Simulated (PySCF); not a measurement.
# CH₆Al₂Cl₂: electronic excitations at several levels of theory, part 2 of 2

PySCF 2.14.0. Atoms count from 0.

### Step 10. Excited states and response: wB97X-D/def2-SVPD

Job settings and geometry (Å):

```
{"job": {"kind": "uv", "xc": "wB97X-D", "basis": "def2-SVPD", "ip": true}, "charge": 0, "multiplicity": 1}
C     -2.088027    -0.363395    -0.111325
Al    -0.604754     0.893525    -0.064352
Cl     0.929772     0.212043     1.553511
Al     2.452295    -0.363316    -0.086585
Cl     0.939224     0.286267    -1.704429
H     -2.120718    -0.901947    -1.072296
H     -3.054555     0.149519     0.018663
H     -1.997844    -1.119818     0.684704
H     -0.632718     2.470632    -0.017729
H      2.566283    -1.936210    -0.126881
H      3.631576     0.682766    -0.057432
```

Level: TDDFT wB97X-D/def2-SVPD, vertical, gas phase, core orbitals frozen in the response.

Log:

```text
coarse grid: 11304 points
cycle   1  E = -1446.4330690234  dE =  7.157e-03  |g| = 3.631e-01  |ddm| = 3.344e+00
cycle   2  E = -1446.4621204465  dE = -2.905e-02  |g| = 2.314e-01  |ddm| = 9.367e-01
cycle   3  E = -1446.4766994660  dE = -1.458e-02  |g| = 2.871e-02  |ddm| = 3.563e-01
cycle   4  E = -1446.4770506116  dE = -3.511e-04  |g| = 1.020e-02  |ddm| = 8.398e-02
cycle   5  E = -1446.4770843603  dE = -3.375e-05  |g| = 2.499e-03  |ddm| = 2.067e-02
cycle   6  E = -1446.4770870686  dE = -2.708e-06  |g| = 4.462e-04  |ddm| = 6.570e-03
final grid: 90712 points
cycle   7  E = -1446.6561148185  dE = -5.386e-05  |g| = 3.877e-03  |ddm| = 1.005e-01
cycle   8  E = -1446.6561174427  dE = -2.624e-06  |g| = 2.271e-03  |ddm| = 1.196e-02
cycle   9  E = -1446.6561187293  dE = -1.287e-06  |g| = 3.590e-04  |ddm| = 3.885e-03
cycle  10  E = -1446.6561187713  dE = -4.192e-08  |g| = 1.399e-04  |ddm| = 8.969e-04
cycle  11  E = -1446.6561187769  dE = -5.634e-09  |g| = 1.402e-05  |ddm| = 2.605e-04
cycle  12  E = -1446.6561187771  dE = -1.642e-10  |g| = 3.468e-06  |ddm| = 5.559e-05
converged SCF energy = -1446.6561187771

Static polarisability (au): isotropic 91.770, principal 85.018 86.433 103.858

Singlet excitations
state   eV       nm        f      main configurations
  1   6.6207    187.3   0.00110   H->L 0.79, H-1->L+4 0.10
  2   6.9449    178.5   0.00136   H-1->L 0.69, H->L+4 0.24
  3   7.4443    166.5   0.01586   H->L+1 0.59, H-1->L+3 0.18
  4   7.6021    163.1   0.03529   H->L+3 0.50, H-1->L+1 0.26
  5   7.8235    158.5   0.00016   H-2->L 0.88
  6   7.9484    156.0   0.02939   H->L+2 0.53, H-1->L+1 0.15, H->L+1 0.12
  7   8.2459    150.4   0.30380   H-1->L+2 0.49, H->L+5 0.18, H-1->L+3 0.11
  8   8.3683    148.2   0.17825   H->L+5 0.19, H-1->L+3 0.17, H->L+3 0.16
  9   8.4472    146.8   0.01485   H-3->L 0.81
 10   8.7244    142.1   0.00530   H->L+4 0.33, H-1->L+4 0.18, H-6->L 0.17

Triplet excitations (Tamm-Dancoff, eV): 6.3186 6.5751 7.1184 7.2060
Vertical ionisation energy (delta-SCF) = 10.3351 eV
```

Wall time 98 s (1 thread, shared host).

Key values: HOMO -10.09 eV, LUMO 0.89 eV; lowest singlet 6.62 eV.

### Step 11. Excited states and response: LC-wPBE/def2-SVPD

Same as in step 10 but for these lines:

```diff
@@ -1,2 +1,2 @@
-{"job": {"kind": "uv", "xc": "wB97X-D", "basis": "def2-SVPD", "ip": true}, "charge": 0, "multiplicity": 1}
+{"job": {"kind": "uv", "xc": "LC-wPBE", "basis": "def2-SVPD", "ip": true}, "charge": 0, "multiplicity": 1}
 C     -2.088027    -0.363395    -0.111325
```

Method: TDDFT LC-wPBE/def2-SVPD, vertical, gas phase, core orbitals frozen in the response.

Log:

```text
coarse grid: 11304 points
cycle   1  E = -1445.9709272858  dE =  1.159e-02  |g| = 3.421e-01  |ddm| = 3.325e+00
cycle   2  E = -1446.0059394350  dE = -3.501e-02  |g| = 1.727e-01  |ddm| = 8.453e-01
cycle   3  E = -1446.0143462355  dE = -8.407e-03  |g| = 3.326e-02  |ddm| = 2.980e-01
cycle   4  E = -1446.0148670883  dE = -5.209e-04  |g| = 9.095e-03  |ddm| = 1.023e-01
cycle   5  E = -1446.0148964407  dE = -2.935e-05  |g| = 2.581e-03  |ddm| = 2.061e-02
cycle   6  E = -1446.0148995248  dE = -3.084e-06  |g| = 4.413e-04  |ddm| = 6.699e-03
final grid: 90712 points
cycle   7  E = -1446.2432133676  dE = -2.130e-05  |g| = 2.617e-03  |ddm| = 3.062e-02
cycle   8  E = -1446.2432144122  dE = -1.045e-06  |g| = 1.728e-03  |ddm| = 5.892e-03
cycle   9  E = -1446.2432151428  dE = -7.306e-07  |g| = 1.399e-04  |ddm| = 2.081e-03
cycle  10  E = -1446.2432151516  dE = -8.760e-09  |g| = 3.471e-05  |ddm| = 4.836e-04
cycle  11  E = -1446.2432151522  dE = -6.548e-10  |g| = 9.778e-06  |ddm| = 1.139e-04
converged SCF energy = -1446.2432151522

Static polarisability (au): isotropic 89.636, principal 82.756 85.076 101.077

Singlet excitations
state   eV       nm        f      main configurations
  1   6.9537    178.3   0.00120   H->L 0.68, H-1->L+4 0.14, H-1->L 0.08
  2   7.2428    171.2   0.00197   H-1->L 0.57, H->L+4 0.27
  3   7.8122    158.7   0.00837   H->L+1 0.35, H-1->L+3 0.24
  4   7.9579    155.8   0.05995   H->L+3 0.46, H-1->L+1 0.17
  5   8.2310    150.6   0.00054   H-2->L 0.80
  6   8.4454    146.8   0.03469   H->L+2 0.35, H->L+1 0.17, H-1->L+1 0.10
  7   8.6931    142.6   0.39199   H-1->L+2 0.33, H->L+5 0.17, H-1->L+3 0.10
  8   8.8414    140.2   0.18136   H->L+5 0.25, H-1->L+3 0.12, H->L+1 0.11
  9   8.9861    138.0   0.02113   H-3->L 0.65
 10   9.2372    134.2   0.19691   H-5->L 0.41, H-2->L+4 0.17, H-6->L 0.09

Triplet excitations (Tamm-Dancoff, eV): 6.3887 6.6220 7.1453 7.3182
Vertical ionisation energy (delta-SCF) = 10.7261 eV
```

Wall time 91 s (1 thread, shared host).

Key values: HOMO -10.95 eV, LUMO 1.17 eV; lowest singlet 6.95 eV.

### Step 12. TDDFT and polarisability: PBE0/6-31G*

Same as in step 11 but for these lines:

```diff
@@ -1,2 +1,2 @@
-{"job": {"kind": "uv", "xc": "LC-wPBE", "basis": "def2-SVPD", "ip": true}, "charge": 0, "multiplicity": 1}
+{"job": {"kind": "uv", "xc": "PBE0", "basis": "6-31G*"}, "charge": 0, "multiplicity": 1}
 C     -2.088027    -0.363395    -0.111325
```

With the program's defaults for keys left out, this is: TDDFT PBE0/6-31G*, vertical, gas phase, core orbitals frozen in the response.

Log:

```text
coarse grid: 11304 points
cycle   1  E = -1446.4801440624  dE =  3.843e-02  |g| = 4.157e-01  |ddm| = 2.733e+00
cycle   2  E = -1446.4771507336  dE =  2.993e-03  |g| = 4.277e-01  |ddm| = 8.623e-01
cycle   3  E = -1446.5294861977  dE = -5.234e-02  |g| = 3.733e-02  |ddm| = 4.376e-01
cycle   4  E = -1446.5298751316  dE = -3.889e-04  |g| = 1.304e-02  |ddm| = 5.700e-02
cycle   5  E = -1446.5299270131  dE = -5.188e-05  |g| = 1.718e-03  |ddm| = 1.801e-02
cycle   6  E = -1446.5299280984  dE = -1.085e-06  |g| = 1.696e-04  |ddm| = 2.798e-03
final grid: 90712 points
cycle   7  E = -1446.4716224786  dE = -8.659e-06  |g| = 4.817e-03  |ddm| = 1.400e-02
cycle   8  E = -1446.4716203910  dE =  2.088e-06  |g| = 5.644e-03  |ddm| = 9.637e-03
cycle   9  E = -1446.4716289840  dE = -8.593e-06  |g| = 2.724e-04  |ddm| = 4.913e-03
cycle  10  E = -1446.4716290074  dE = -2.337e-08  |g| = 4.844e-05  |ddm| = 4.530e-04
cycle  11  E = -1446.4716290081  dE = -6.694e-10  |g| = 1.022e-05  |ddm| = 6.850e-05
converged SCF energy = -1446.4716290081

Static polarisability (au): isotropic 74.261, principal 67.706 68.103 86.975

Singlet excitations
state   eV       nm        f      main configurations
  1   6.2757    197.6   0.00029   H->L 0.95
  2   6.7286    184.3   0.00002   H-1->L 0.92
  3   7.3117    169.6   0.00335   H->L+1 0.78, H-1->L+1 0.14
  4   7.4595    166.2   0.00003   H-2->L 0.97
  5   7.4672    166.0   0.00748   H->L+2 0.85
  6   7.8144    158.7   0.00020   H->L+3 0.90
  7   7.8398    158.1   0.00223   H-1->L+1 0.75, H->L+1 0.18
  8   8.0555    153.9   0.02034   H-3->L 0.97
  9   8.2460    150.4   0.09342   H->L+4 0.47, H-1->L+2 0.46
 10   8.3304    148.8   0.15615   H-1->L+2 0.41, H->L+4 0.36

Triplet excitations (Tamm-Dancoff, eV): 5.9998 6.3215 6.9632 7.0583
```

Run time: 8.1 s. Hardware: 1 thread, shared host.

This run: HOMO -8.15 eV, LUMO -0.67 eV; lowest singlet 6.28 eV.

### Step 13. Ultraviolet spectrum: PBE0/def2-SVP

Same as in step 12 but for these lines:

```diff
@@ -1,2 +1,2 @@
-{"job": {"kind": "uv", "xc": "PBE0", "basis": "6-31G*"}, "charge": 0, "multiplicity": 1}
+{"job": {"kind": "uv", "xc": "PBE0", "basis": "def2-SVP"}, "charge": 0, "multiplicity": 1}
 C     -2.088027    -0.363395    -0.111325
```

Method: TDDFT PBE0/def2-SVP, vertical, gas phase, core orbitals frozen in the response.

Log:

```text
coarse grid: 11304 points
cycle   1  E = -1445.8723759144  dE = -1.392e-02  |g| = 4.009e-01  |ddm| = 3.078e+00
cycle   2  E = -1445.8698692897  dE =  2.507e-03  |g| = 4.122e-01  |ddm| = 8.663e-01
cycle   3  E = -1445.9179215697  dE = -4.805e-02  |g| = 3.881e-02  |ddm| = 4.578e-01
cycle   4  E = -1445.9183415981  dE = -4.200e-04  |g| = 1.363e-02  |ddm| = 6.173e-02
cycle   5  E = -1445.9183923843  dE = -5.079e-05  |g| = 2.106e-03  |ddm| = 1.741e-02
cycle   6  E = -1445.9183938650  dE = -1.481e-06  |g| = 2.604e-04  |ddm| = 2.999e-03
final grid: 90712 points
cycle   7  E = -1446.0814674477  dE = -1.021e-05  |g| = 4.692e-03  |ddm| = 1.256e-02
cycle   8  E = -1446.0814653816  dE =  2.066e-06  |g| = 5.447e-03  |ddm| = 9.830e-03
cycle   9  E = -1446.0814734031  dE = -8.021e-06  |g| = 2.955e-04  |ddm| = 5.246e-03
cycle  10  E = -1446.0814734268  dE = -2.375e-08  |g| = 3.442e-05  |ddm| = 4.381e-04
cycle  11  E = -1446.0814734271  dE = -3.033e-10  |g| = 1.245e-05  |ddm| = 5.622e-05
converged SCF energy = -1446.0814734271

Static polarisability (au): isotropic 75.573, principal 65.816 71.168 89.736

Singlet excitations
state   eV       nm        f      main configurations
  1   6.3338    195.8   0.00043   H->L 0.96
  2   6.7635    183.3   0.00010   H-1->L 0.92
  3   7.4398    166.6   0.00425   H->L+1 0.84, H-1->L+1 0.08
  4   7.4864    165.6   0.00001   H-2->L 0.98
  5   7.6154    162.8   0.01293   H->L+2 0.76, H-1->L+1 0.17
  6   8.0030    154.9   0.00018   H->L+3 0.92
  7   8.0068    154.8   0.00354   H-1->L+1 0.67, H->L+1 0.13, H->L+2 0.10
  8   8.1003    153.1   0.01945   H-3->L 0.97
  9   8.3202    149.0   0.03442   H-1->L+2 0.59, H->L+4 0.30
 10   8.3951    147.7   0.21776   H->L+4 0.46, H-1->L+2 0.23, H-1->L+4 0.10

Triplet excitations (Tamm-Dancoff, eV): 6.0259 6.3357 7.0361 7.1145
```

Run time: 9.9 s. Hardware: 1 thread, shared host.

Key values: HOMO -8.18 eV, LUMO -0.62 eV; lowest singlet 6.33 eV.

### Step 14. Excited states and response: PBE0/def2-TZVP

Same as in step 13 but for these lines:

```diff
@@ -1,2 +1,2 @@
-{"job": {"kind": "uv", "xc": "PBE0", "basis": "def2-SVP"}, "charge": 0, "multiplicity": 1}
+{"job": {"kind": "uv", "xc": "PBE0", "basis": "def2-TZVP"}, "charge": 0, "multiplicity": 1}
 C     -2.088027    -0.363395    -0.111325
```

Method: TDDFT PBE0/def2-TZVP, vertical, gas phase, core orbitals frozen in the response.

Log:

```text
coarse grid: 11304 points
cycle   1  E = -1446.5625180785  dE =  1.123e-02  |g| = 4.355e-01  |ddm| = 2.471e+00
cycle   2  E = -1446.5556267342  dE =  6.891e-03  |g| = 4.597e-01  |ddm| = 6.897e-01
cycle   3  E = -1446.6089448445  dE = -5.332e-02  |g| = 4.537e-02  |ddm| = 3.687e-01
cycle   4  E = -1446.6094444699  dE = -4.996e-04  |g| = 1.768e-02  |ddm| = 4.850e-02
cycle   5  E = -1446.6095037028  dE = -5.923e-05  |g| = 2.821e-03  |ddm| = 1.429e-02
cycle   6  E = -1446.6095052373  dE = -1.535e-06  |g| = 1.079e-03  |ddm| = 2.824e-03
final grid: 90712 points
cycle   7  E = -1446.6084722821  dE = -2.628e-05  |g| = 6.074e-03  |ddm| = 2.096e-02
cycle   8  E = -1446.6084701840  dE =  2.098e-06  |g| = 6.336e-03  |ddm| = 8.480e-03
cycle   9  E = -1446.6084793925  dE = -9.208e-06  |g| = 5.807e-04  |ddm| = 4.582e-03
cycle  10  E = -1446.6084794679  dE = -7.546e-08  |g| = 1.159e-04  |ddm| = 5.026e-04
cycle  11  E = -1446.6084794710  dE = -3.105e-09  |g| = 2.653e-05  |ddm| = 1.166e-04
cycle  12  E = -1446.6084794712  dE = -1.719e-10  |g| = 8.912e-06  |ddm| = 2.631e-05
converged SCF energy = -1446.6084794712

Static polarisability (au): isotropic 88.253, principal 80.465 82.668 101.626

Singlet excitations
state   eV       nm        f      main configurations
  1   6.2345    198.9   0.00050   H->L 0.95
  2   6.6409    186.7   0.00023   H-1->L 0.91
  3   7.1956    172.3   0.01100   H->L+1 0.86
  4   7.3692    168.2   0.00002   H-2->L 0.97
  5   7.4099    167.3   0.02275   H->L+2 0.59, H-1->L+1 0.29, H->L+4 0.09
  6   7.7807    159.3   0.00161   H->L+3 0.81
  7   7.7867    159.2   0.00107   H-1->L+1 0.50, H->L+4 0.14, H->L+2 0.13
  8   7.9450    156.1   0.25520   H->L+4 0.65, H->L+2 0.19
  9   8.0264    154.5   0.00847   H-3->L 0.96
 10   8.1397    152.3   0.02676   H-1->L+2 0.67, H-1->L+4 0.20

Triplet excitations (Tamm-Dancoff, eV): 5.9050 6.1868 6.8109 6.8577
```

It took 27 s on 1 thread, shared host.

This run: HOMO -8.17 eV, LUMO -0.71 eV; lowest singlet 6.23 eV.

### Step 15. Side by side: electronic excitations

Excitations and ground-state properties, with basis size and wall time:

```csv
run,lowest singlet (eV),brightest (eV),f,gap (eV),α (Å³),μ (D),functions,time
HF/def2-SVPD,7.73,9.98,0.300,12.97,12.57,0.86,170,18 s
LDA/def2-SVPD,5.23,6.81,0.041,5.17,14.66,0.97,170,72 s
PBE/def2-SVPD,5.41,6.80,0.043,5.37,14.37,0.96,170,99 s
B3LYP/def2-SVPD,6.09,7.64,0.113,7.02,13.84,0.90,170,96 s
PBE0/def2-SVPD,6.20,7.81,0.177,7.41,13.75,0.93,170,98 s
BHandHLYP/def2-SVPD,6.82,8.41,0.227,9.38,13.24,0.87,170,77 s
CAM-B3LYP/def2-SVPD,6.54,8.15,0.273,9.68,13.61,0.88,170,2 min
wB97X-D/def2-SVPD,6.62,8.25,0.304,10.98,13.60,0.92,170,98 s
LC-wPBE/def2-SVPD,6.95,8.69,0.392,12.12,13.28,0.91,170,91 s
PBE0/6-31G*,6.28,8.33,0.156,7.48,11.00,1.00,98,8.1 s
PBE0/def2-SVP,6.33,8.40,0.218,7.56,11.20,0.96,116,9.9 s
PBE0/def2-TZVP,6.23,7.95,0.255,7.46,13.08,0.94,215,27 s
```

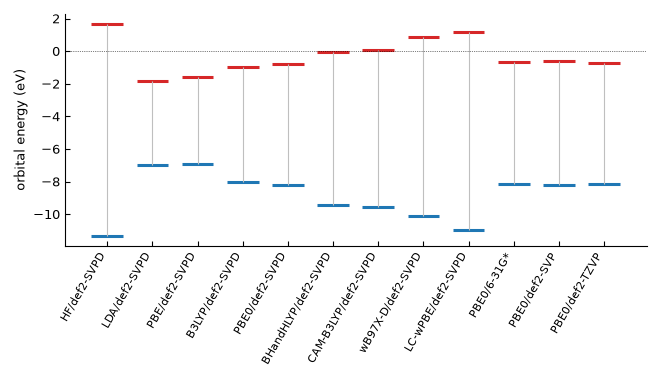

HOMO (blue) and LUMO (red) run by run.

### Step 16. Summary of results

The summary covers parts 1 to 2.

```
                                quantity                         value
                             point group                            C1
    rotational constants (main isotopes)          2.28, 1.65, 1.10 GHz
           lowest singlet (HF/def2-SVPD)   7.73 eV (160 nm), f = 0.002
brightest single state of those computed  state 10, 9.98 eV, f = 0.300
                          lowest triplet                       6.92 eV
       vertical ionisation energy (ΔSCF)                       9.87 eV
             range of the lowest singlet               5.23 to 7.73 eV
```

Single values in the summary come from the first run of each kind that ended normally (HF/def2-SVPD), which need not be the best level. Relaxing lowered the energy by 0.358 eV in 4 steps; the close pair that moved most is Cl2–Al3, from 2.177 to 2.311 Å. The first singlet state (HOMO→LUMO+2 0.56, HOMO−1→LUMO+4 0.13) lies at 7.73 eV and is weak; of the 10 states computed, the strongest absorption comes from state 10 at 9.98 eV (the last computed, so partners may be missing). The lowest triplet lies 0.81 eV below the lowest singlet (triplets in Tamm-Dancoff, singlets in full TDDFT). At HF/def2-SVPD, the highest states lie near or above the ionisation energy, where they hang on the basis. The orbital energy would give 11.31 eV for ionisation, ΔSCF gives 9.87 eV. The lowest singlet runs from 5.23 eV (LDA/def2-SVPD) to 7.73 eV (HF/def2-SVPD), while the orbital gap spans 5.17 to 12.97 eV. The lowest state need not be the same one in every run. The runs solved for a few states only, so the brightest column depends on that window.
